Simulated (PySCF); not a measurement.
**B2H2O2: density, localisation and related maps**

Input file:

```
from pyscf import gto, dft

mol = gto.M(
    atom='''
B       -0.833388      -1.669145       0.164643
B        0.317801      -0.433181      -0.447894
O       -0.867854      -0.913688      -1.010716
O        0.352244      -1.188616       0.727467
H       -1.601303      -2.493659       0.573209
H        1.085735       0.391292      -0.856509
''',
    basis='def2-tzvpd',
    spin=0,
    max_memory=3720,
    verbose=3,
)

mf = dft.RKS(mol)
mf.xc = 'pbe0'
mf = mf.density_fit(auxbasis='def2-universal-jkfit')
mf.max_cycle = 100
mf.grids.level = 3
mf.conv_tol = 1e-09
mf.kernel()
if not mf.converged:
    mf = mf.newton().run(mf.mo_coeff, mf.mo_occ)

e_final = mf.e_tot
print(f'total energy: {e_final:.8f} hartree')
grad = mf.nuc_grad_method().kernel()
mf.analyze()
```

Launched as:

```sh
OMP_NUM_THREADS=2 python calc.py
```

Geometry: PBE0-D4/def2-SVP.

All numbers below come from Gaussian-basis quantum chemistry of an isolated molecule with PySCF, energy and nuclear gradient, functional PBE0 (PySCF).

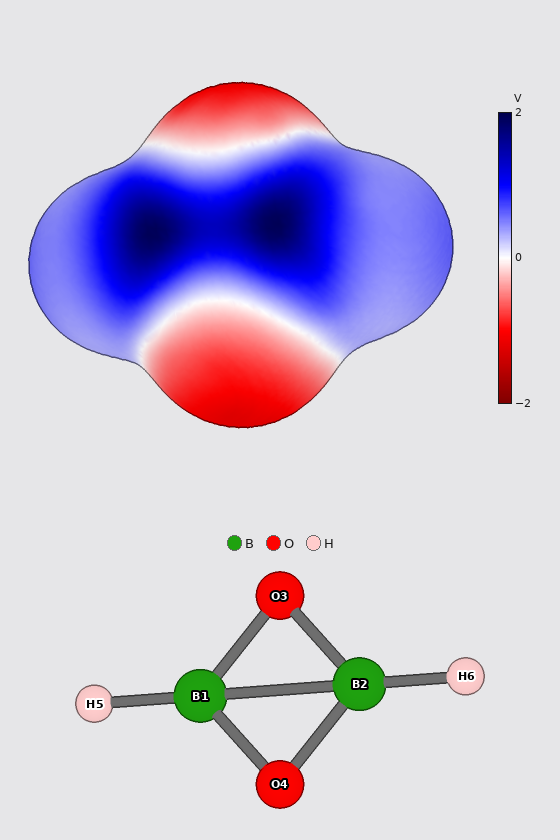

Figure 1. The molecular electrostatic potential painted on the density surface at 0.002 e/bohr³, seen at a tilt; red is negative and blue positive. The bare structure is drawn below in the same view.

### Which sites attract a positive test charge, and which a negative one?

A positive charge is drawn to the negative regions and a negative charge to the positive ones. The most negative region (about −1.2 V, or −28 kcal/mol for a unit charge) lies over O3 and O4, the most positive (about +1.9 V, or +44 kcal/mol for a unit charge) over B1 and B2.

### What dipole moment does the calculation give?

Its dipole moment is zero.

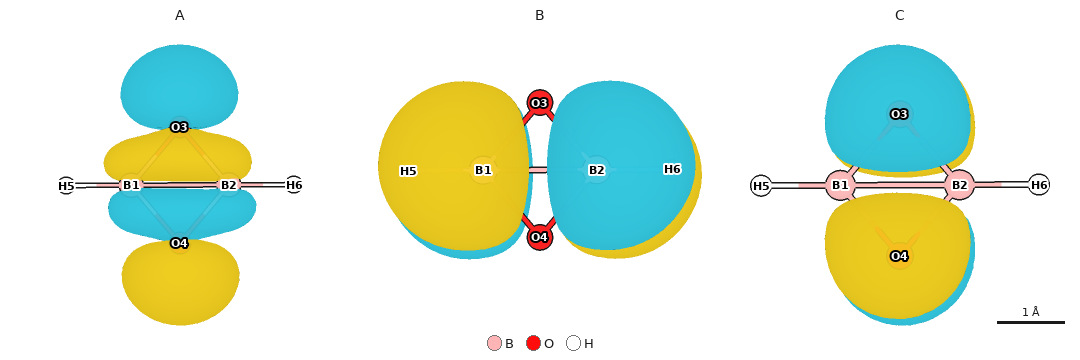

Figure 2. Three frontier orbitals at ±0.08 Å⁻³ᐟ² (yellow and cyan are the two phases), in no order.

### Order the three orbitals by energy and name them.

A is the HOMO−1 (−10.14 eV). By Hirshfeld shares it lies mainly on O3 (about 45 %), O4 (about 45 %), B1 (about 5 %) and B2 (about 5 %); it is symmetric in the molecular plane (an in-plane orbital: σ, lone-pair or in-plane π type); it is ungerade (odd under inversion); largely a combination of lone pairs on O3 and O4. C is the HOMO (−9.64 eV). Its weight (Hirshfeld) is mainly on O3 (about 45 %) and O4 (about 45 %); it changes sign across the molecular plane (π type); it is gerade (even under inversion); π-antibonding (a node) across B1–B2. B is the LUMO (−1.11 eV). It lies mainly on B1 (about 40 %), B2 (about 40 %), H5 (about 5 %) and H6 (about 5 %); it changes sign across the molecular plane (π type); it is gerade (even under inversion); π-antibonding (a node) across B1–B2.

### What is the HOMO–LUMO gap?

8.53 eV between the orbital energies.

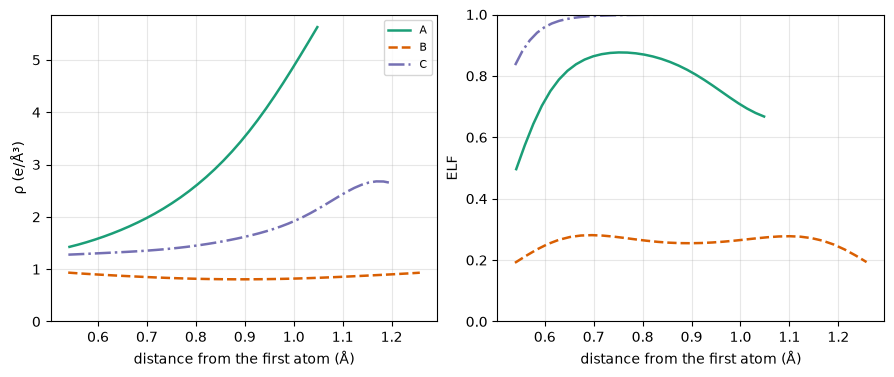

Figure 3. Electron density and ELF along straight lines between neighbouring atoms. The curves leave out the atomic cores.

### Which curve belongs to which contact (B–B, B–H and B–O)? The first atom named is at distance zero.

Curve A: B–O (1.40 Å): ρ at the midpoint is about 2 e/Å³; the ELF peaks at about 0.90 between the atoms (a shared but strongly polarised pair). Curve B: B–B (1.80 Å): ρ at the midpoint is about 0.81 e/Å³; the ELF is about 0.25 at the midpoint. Curve C: B–H (1.20 Å): ρ at the midpoint is about 1.3 e/Å³; the ELF climbs to about 1 towards the hydrogen, as it does in any bond to H (an ordinary covalent bond to hydrogen).

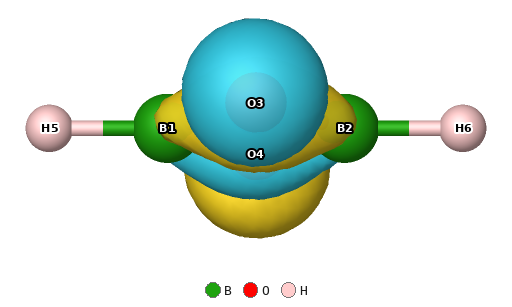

Figure 4. The HOMO−1 at ±0.2 Å⁻³ᐟ² (yellow and cyan are the two phases), seen from one side.

### What is the character of this orbital?

Its weight (Hirshfeld) is mainly on O3 (about 45 %), O4 (about 45 %), B1 (about 5 %) and B2 (about 5 %); it is symmetric in the molecular plane (an in-plane orbital: σ, lone-pair or in-plane π type); it is ungerade (odd under inversion); largely a combination of lone pairs on O3 and O4. Its energy is −10.14 eV.
